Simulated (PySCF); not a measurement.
# revPBE/cc-pVTZ run of BrF (bromine fluoride)

Aim: the vertical ionisation energy of BrF (bromine fluoride) at revPBE/cc-pVTZ, from 2 runs. The job is set up through a Python script.

The calculation is run with PySCF 2.14.0.

7 further runs of the same task are left out: 7 set aside as unsound or not needed.

### Step 1. The system as given

BrF has 2 atoms, charge 0, and is taken as a singlet. SMILES: `FBr`. The coordinates come from a GFN2-xTB relaxation.

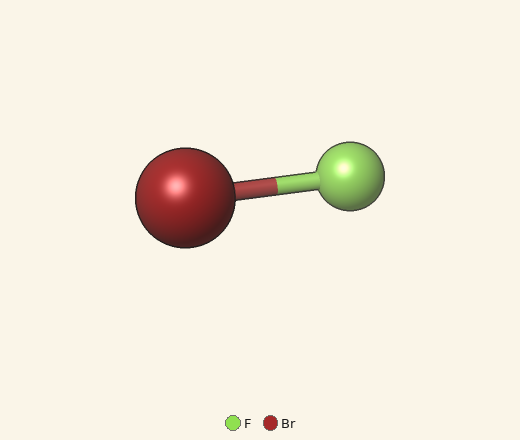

The structure, seen from a chosen angle (fluorine green, bromine red).

### Step 2. The energy at revPBE/cc-pVTZ

Input file input.py:

```python
# bromine fluoride
from pyscf import gto, dft

mol = gto.Mole()
mol.atom = [
    ('F', (0.000000, 0.000000, 0.000000)),
    ('Br', (0.000000, 0.000000, 1.799940)),
]
mol.charge = 0
mol.verbose = 3
mol.basis = 'cc-pvtz'
mol.max_memory = 1860
mol.build()

ks = dft.RKS(mol)
ks.xc = 'revpbe'
ks.grids.level = 5
ks.conv_tol = 1e-10
ks.kernel()
if not ks.converged:
    ks = ks.newton().run(ks.mo_coeff, ks.mo_occ)

energy = ks.e_tot
print(f'total energy: {energy:.8f} hartree')
```

The run is started by

```
$ OMP_NUM_THREADS=1 python input.py
```

What it wrote:

```text
converged SCF energy = -2673.76773007865
total energy: -2673.76773008 hartree
```

Wall time 4.5 s (1 thread of Intel Xeon 6975P-C (Granite Rapids), shared host); peak memory 0.34 GiB.

### Step 3. The doublet cation at the same level

Input file run.py:

```python
from pyscf import gto, dft

system = gto.M(
    atom='''
F      0.000000     0.000000     0.000000
Br     0.000000     0.000000     3.401394
''',
    charge=1,
    max_memory=1860,
    unit='bohr',
    basis='cc-pvtz',
    verbose=3,
    spin=1,
)

myscf = dft.UKS(system, xc='revpbe')
myscf.grids.level = 5
myscf.conv_tol = 1e-10
myscf.kernel()
if not myscf.converged:
    myscf = myscf.newton().run(myscf.mo_coeff, myscf.mo_occ)

energy = myscf.e_tot
print(f'total energy: {energy:.8f} hartree')
```

The run is started by

```
$ OMP_NUM_THREADS=1 python run.py
```

What it wrote:

```text
converged SCF energy = -2673.34277473482  <S^2> = 0.75201858  2S+1 = 2.0020176
total energy: -2673.34277473 hartree
```

It took 7.5 s on 1 thread of Intel Xeon 6975P-C (Granite Rapids), shared host; peak memory 0.35 GiB.

### Step 4. What came out

At revPBE/cc-pVTZ:

```
                                          quantity           value
                         singlet BrF: total energy  -2673.76773 Eh
                        singlet BrF: dipole moment          1.33 D
                          singlet BrF: HOMO energy        -7.34 eV
                          singlet BrF: LUMO energy        -4.67 eV
                        singlet BrF: HOMO–LUMO gap         2.68 eV
                      doublet cation: total energy  -2673.34277 Eh
doublet cation: HOMO energy (highest over α and β)       -15.98 eV
 doublet cation: LUMO energy (lowest over α and β)       -15.79 eV
                              doublet cation: ⟨S²⟩           0.752
vertical ionisation energy (to the doublet cation)       11.564 eV
```

**Reading.** The vertical ionisation energy comes to 11.56 eV (1116 kJ/mol). The negative HOMO energy of the first species, 7.34 eV, lies 4.22 eV below that difference.
